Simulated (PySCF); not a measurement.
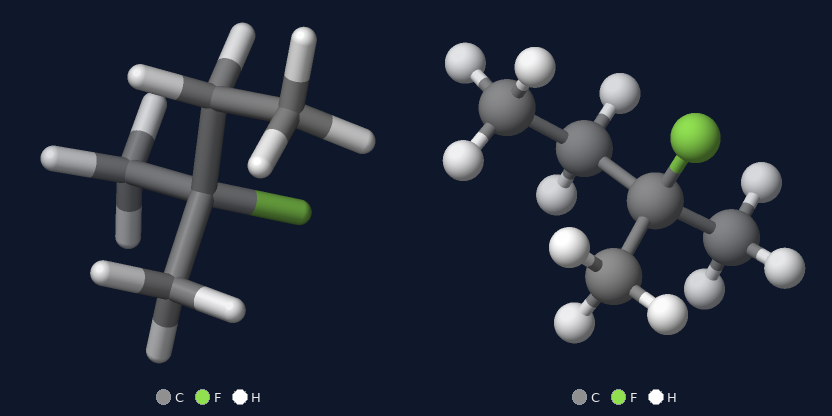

Both panels show the same species.

Computed geometry: GFN2-xTB optimisation. No frequency run is at hand to confirm it as a minimum.

Question: Give the formula.

Answer: C5H11F, 17 atoms: 5 carbon, 11 hydrogen and 1 fluorine.

Question: Write the SMILES.

Answer: CCC(C)(C)F

Question: Does it have rings?

Answer: It has no ring.

The parts below concern this one geometry. Atoms keep their numbers from picture to picture.

## Electronic properties

No frequency run is at hand to confirm it as a minimum. Method: PBE0/pcSseg-1, gas phase (PySCF 2.14.0).

Question: Estimate the dipole moment.

Answer: 1.81 D.

Question: Give the HOMO energy (Kohn–Sham orbital) at this level.

Answer: −8.83 eV.

Question: What is the LUMO energy (Kohn–Sham orbital)?

Answer: 1.36 eV.

## NMR shielding

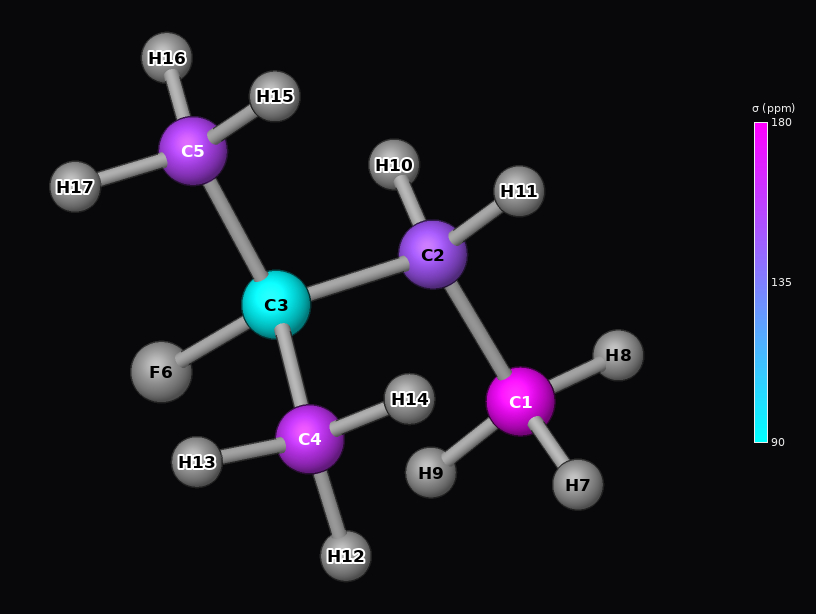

Atoms are coloured by their isotropic NMR shieldings (C only, the others grey). No frequency run is at hand to confirm it as a minimum. Method: GIAO PBE0/pcSseg-1 NMR shielding, non-relativistic, gas phase (PySCF 2.14.0).

Question: Which C atom is the most shielded (lowest chemical shift)?

Answer: C1 (177.1 ppm).

Question: Which C atom is the least shielded (highest chemical shift)?

Answer: C3 (91.4 ppm).

Question: How wide is the range of C shifts?

Answer: 85.7 ppm.

List the isotropic NMR shieldings of the C atoms.

```tsv
atom	σ (ppm)
C1	177.1
C2	148.9
C3	91.4
C4	161.2
C5	155.2
```

## Bond orders

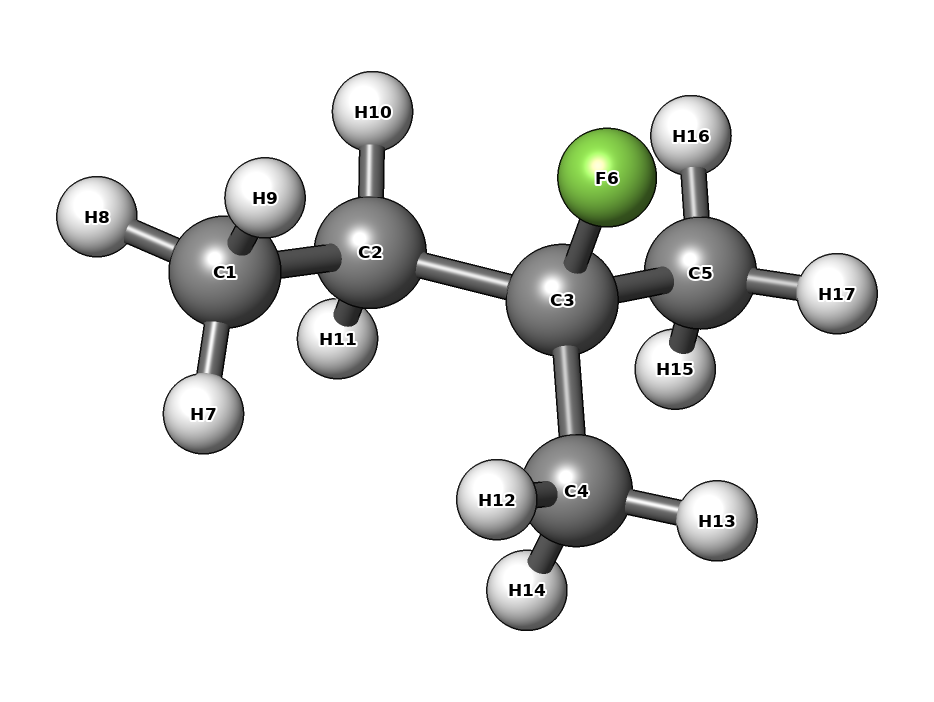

The thickness of each stick grows with its Mayer bond order. No frequency run is at hand to confirm it as a minimum. Level of theory: PBE0/pcSseg-1 (PySCF 2.14.0).

List the Mayer bond orders of C1–C2, C2–C3, C3–C4, C3–C5, C3–F6 (bonds between heavy atoms, one of each equivalent set).

| bond | Mayer order | length (Å) |
| --- | --- | --- |
| C1–C2 | 1.06 | 1.525 |
| C2–C3 | 0.99 | 1.534 |
| C3–C4 | 1.01 | 1.525 |
| C3–C5 | 1.03 | 1.526 |
| C3–F6 | 0.85 | 1.400 |
